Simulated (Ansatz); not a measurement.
AlN$_{3}$H$_{8}$: geometry relaxation (part 2 of 2)

AlN$_{3}$H$_{8}$; RKS PBE-D4/def2-SVP (Ansatz 0.2.0). The input holds or restrains some coordinates. It belongs to a series of runs on one base structure; here: pulled along the bonds that form and break, towards end B.

Geometry of the input (Å):
```
Al -0.1953  0.2631  0.2671
H  1.0430  -1.1019  1.0497
N  0.5428  1.8736  0.4019
N  -1.8860  -0.1873  0.5793
H  1.0475  -1.2234  0.0718
N  0.7903  -1.0620  -1.2404
H  1.4330  2.1339  -0.0011
H  0.2056  2.6449  0.9590
H  -2.6135  0.3988  0.9615
H  -2.2537  -1.1220  0.4651
H  1.5724  -0.7885  -1.8194
H  0.3139  -1.8295  -1.6944
```

**Trajectory as extended XYZ (Å, eV, eV/Å), 8 frames, from step=1 to step=8**
```
12
Properties=species:S:1:pos:R:3:forces:R:3 step=1 energy=-11183.31271
Al   -0.1953    0.2631    0.2671    1.2970  -1.6084  -0.9158
H     1.0430   -1.1019    1.0497   -0.5526   0.6189   0.6231
N     0.5428    1.8736    0.4019   -0.1977  -0.1791  -0.1679
N    -1.8860   -0.1873    0.5793    0.2594   0.1244  -0.1341
H     1.0475   -1.2234    0.0718    0.3375  -0.5020  -0.8392
N     0.7903   -1.0620   -1.2404   -0.9402   1.3769   1.8825
H     1.4330    2.1339   -0.0011    0.4089   0.0231  -0.2216
H     0.2056    2.6449    0.9590   -0.2696   0.3591   0.3288
H    -2.6135    0.3988    0.9615   -0.3185   0.4142   0.1867
H    -2.2537   -1.1220    0.4651   -0.0835  -0.4845  -0.0496
H     1.5724   -0.7885   -1.8194    0.5615   0.3636  -0.3993
H     0.3139   -1.8295   -1.6944   -0.5023  -0.5063  -0.2936
12
Properties=species:S:1:pos:R:3:forces:R:3 step=2 energy=-11183.26558
Al   -0.2471    0.3107    0.1409    1.4823  -1.8897  -2.1344
H     1.1421   -1.2164    1.0774   -0.1624   0.2949   1.3313
N     0.5425    1.8772    0.3989   -0.1656  -0.1809  -0.0373
N    -1.8902   -0.1861    0.5780    0.2060   0.0332  -0.0259
H     1.0785   -1.2391    0.2619    0.2069  -0.3322  -0.6142
N     0.7197   -0.9860   -1.3156   -1.2114   1.6530   1.6037
H     1.4362    2.1348   -0.0028    0.3291   0.0159  -0.2129
H     0.2034    2.6470    0.9621   -0.1970   0.2295   0.2898
H    -2.6166    0.4017    0.9636   -0.2558   0.3318   0.2234
H    -2.2540   -1.1255    0.4646   -0.0408  -0.3441  -0.0827
H     1.5763   -0.7853   -1.8274    0.1849   0.3208  -0.1869
H     0.3091   -1.8335   -1.7016   -0.3762  -0.1323  -0.1538
12
Properties=species:S:1:pos:R:3:forces:R:3 step=3 energy=-11183.52079
Al   -0.2860    0.3417   -0.0063    1.3377  -1.7395  -2.2669
H     1.2169   -1.2980    1.1390    0.4438  -0.0735   3.8641
N     0.5424    1.8717    0.3979   -0.1615  -0.1646  -0.0317
N    -1.8852   -0.1875    0.5776    0.1309   0.1615   0.0162
H     1.1378   -1.2897    0.4403   -0.2358  -0.1263  -3.1468
N     0.6266   -0.8859   -1.4124   -0.8570   1.1733   0.9291
H     1.4390    2.1348   -0.0053    0.1546   0.0028  -0.1470
H     0.2004    2.6463    0.9655   -0.1132  -0.0596   0.0995
H    -2.6169    0.4055    0.9667    0.0210   0.1168   0.0890
H    -2.2537   -1.1284    0.4629   -0.0060  -0.2019  -0.0987
H     1.5744   -0.7801   -1.8256   -0.5693   0.2746   0.3899
H     0.3043   -1.8306   -1.7001   -0.1452   0.6363   0.3032
12
Properties=species:S:1:pos:R:3:forces:R:3 step=4 energy=-11183.92942
Al   -0.3167    0.3587   -0.1978    0.6388  -0.8150  -0.5678
H     1.2985   -1.3816    1.2531    0.5625  -0.1002   4.5383
N     0.5381    1.8515    0.3814   -0.2051  -0.2901  -0.2824
N    -1.8681   -0.1866    0.5641    0.2550   0.2108  -0.2382
H     1.2256   -1.3797    0.5804   -0.4409  -0.0304  -4.2237
N     0.5143   -0.7610   -1.5048    0.5119  -0.5293   0.1987
H     1.4386    2.1321   -0.0126    0.0128   0.0044  -0.0831
H     0.1912    2.6228    0.9614   -0.0939  -0.2822  -0.0776
H    -2.5986    0.4095    0.9650    0.2009   0.0101  -0.0314
H    -2.2490   -1.1283    0.4553    0.0367  -0.0270  -0.1013
H     1.5375   -0.7538   -1.7827   -1.2088   0.5355   0.5000
H     0.2886   -1.7841   -1.6627   -0.2698   1.3134   0.3685
12
Properties=species:S:1:pos:R:3:forces:R:3 step=5 energy=-11184.25262
Al   -0.2397    0.2809   -0.1108    0.3059  -0.5445  -1.2113
H     1.3930   -1.4869    1.3629    0.1146  -0.0605   0.6007
N     0.5400    1.8072    0.3516    0.4576   0.5179  -0.1031
N    -1.8170   -0.2011    0.5539   -0.4845  -0.3344   0.0320
H     1.0959   -1.2864    0.6877    0.1250  -0.2180  -0.4343
N     0.5179   -0.7377   -1.4890    0.2259  -0.5071   0.2113
H     1.3798    2.1598   -0.1310   -0.2993  -0.1041   0.1561
H     0.1672    2.5540    0.9464    0.0236  -0.2240  -0.0472
H    -2.5081    0.4215    0.9852    0.1872  -0.0917  -0.0358
H    -2.2670   -1.1040    0.3467    0.1423   0.3017   0.0667
H     1.5251   -0.6864   -1.7840   -0.9727   0.1141   0.4111
H     0.2130   -1.7213   -1.7196    0.1743   1.1507   0.3536
12
Properties=species:S:1:pos:R:3:forces:R:3 step=6 energy=-11184.20621
Al   -0.2995    0.3625   -0.2685    0.6853  -0.9420  -0.5920
H     1.2188   -1.3890    1.3606    0.7126  -0.3905   2.2471
N     0.5672    1.8187    0.2979   -0.2404   0.1808   0.1045
N    -1.7750   -0.2440    0.5435   -0.1391   0.5098   0.0678
H     0.9828   -1.2620    0.6955   -0.4547   0.1182  -2.0417
N     0.5397   -0.7498   -1.5271   -0.9038   1.4482   0.9421
H     1.3691    2.2147   -0.1890    0.1011   0.1041  -0.0741
H     0.2572    2.4650    1.0335    0.0507  -0.1814  -0.2088
H    -2.4112    0.3173    1.1245    0.1790  -0.1546  -0.1928
H    -2.2235   -1.1243    0.3057   -0.1193  -0.2020  -0.0608
H     1.5355   -0.7089   -1.7049    0.4591   0.1395  -0.0660
H     0.2388   -1.7004   -1.6717   -0.3306  -0.6302  -0.1254
12
Properties=species:S:1:pos:R:3:forces:R:3 step=7 energy=-11184.33215
Al   -0.2910    0.3546   -0.2212    0.7130  -0.9615  -0.7851
H     1.2087   -1.3921    1.3951    0.1710  -0.0740   1.2951
N     0.5490    1.8427    0.2950   -0.0549   0.0336  -0.0750
N    -1.8054   -0.2188    0.5316   -0.0388   0.1235  -0.0621
H     1.1280   -1.3868    0.6567   -0.0512  -0.0480  -1.1130
N     0.5350   -0.7458   -1.5002   -0.5846   0.7708   0.7961
H     1.3627    2.2243   -0.1885    0.0146   0.0415  -0.0283
H     0.2431    2.4957    1.0172   -0.0269  -0.0160   0.0032
H    -2.4427    0.3408    1.0996   -0.0033   0.0096  -0.0083
H    -2.2419   -1.1146    0.3113   -0.0219  -0.0266  -0.0097
H     1.5351   -0.6985   -1.7118   -0.0234   0.0975   0.0061
H     0.2194   -1.7016   -1.6844   -0.0937   0.0498  -0.0188
12
Properties=species:S:1:pos:R:3:forces:R:3 step=8 energy=-11184.29808
Al   -0.2650    0.2969   -0.1636    0.6496  -0.7342  -1.1287
H     1.3587   -1.4071    1.3988    0.4997   0.0459   2.7609
N     0.5067    1.8456    0.2756    0.0067   0.0145   0.0602
N    -1.8650   -0.1640    0.4738   -0.0278  -0.0506   0.0301
H     1.2402   -1.4312    0.7003   -0.4129  -0.1508  -2.5561
N     0.5711   -0.8005   -1.4336   -0.7622   0.8173   0.8717
H     1.2392    2.3119   -0.2620   -0.0105  -0.0354  -0.0080
H     0.2687    2.4104    1.0923   -0.0029   0.0035  -0.0038
H    -2.4624    0.4205    1.0597   -0.0002   0.0380  -0.0247
H    -2.3113   -1.0711    0.3315    0.0173  -0.0253   0.0171
H     1.5758   -0.7821   -1.6180   -0.0266  -0.0044  -0.0394
H     0.1435   -1.6295   -1.8548    0.0697   0.0815   0.0205
```

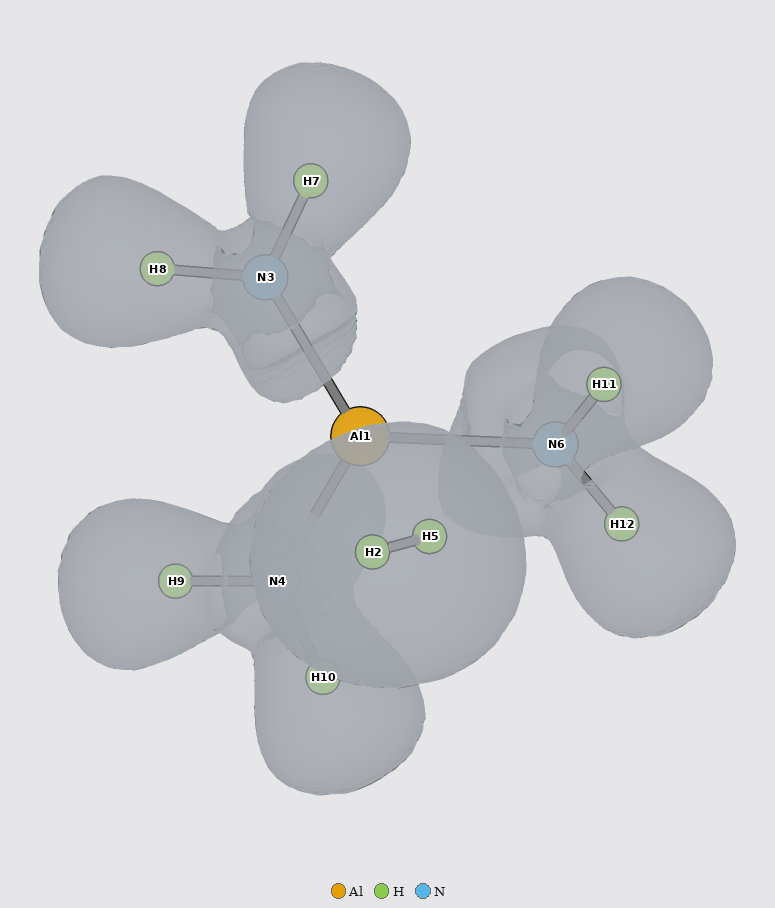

Fig. 1: Isosurface of the electron localisation function at 0.75 (grey), seen at a tilt. Core shells and regions of very low density are left out. Al–N (1.78 Å): the ELF peaks at about 0.90 in the valence shell of N, 0.7 Å from its nucleus, and is about 0.60 at the midpoint.

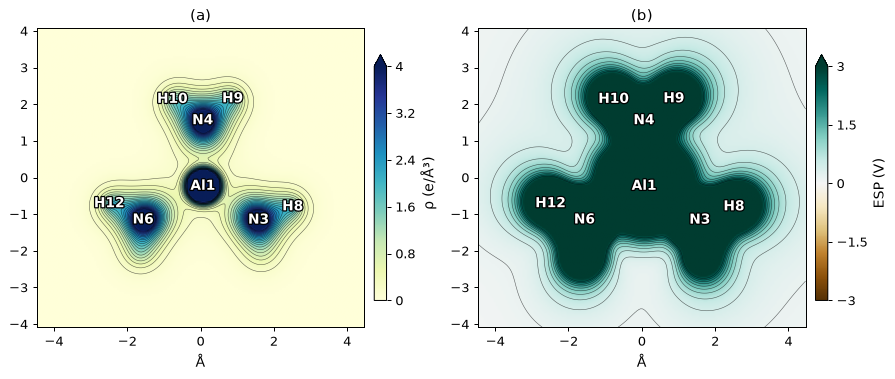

Fig. 2: (a) total electron density; (b) electrostatic potential on the plane of atoms N4, Al1 and N6. Atoms in the plane: Al, N and H. N–H (1.02 Å): ρ is about 2.7 e/Å³ halfway, with its minimum of 2.1 e/Å³ about 0.8 Å from N. The potential has no marked negative region in this plane.

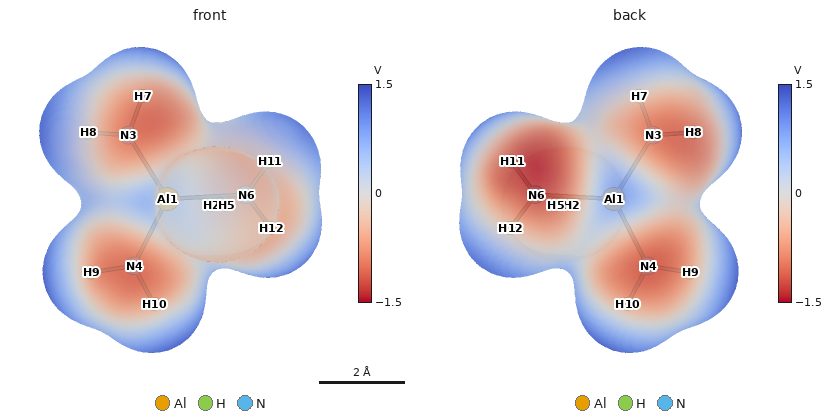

Fig. 3: The electrostatic potential painted on the density surface at 0.002 e/bohr³, seen face on and from behind; the colour scale runs from red (negative) to blue (positive). A positive charge is drawn to the negative regions and a negative charge to the positive ones.
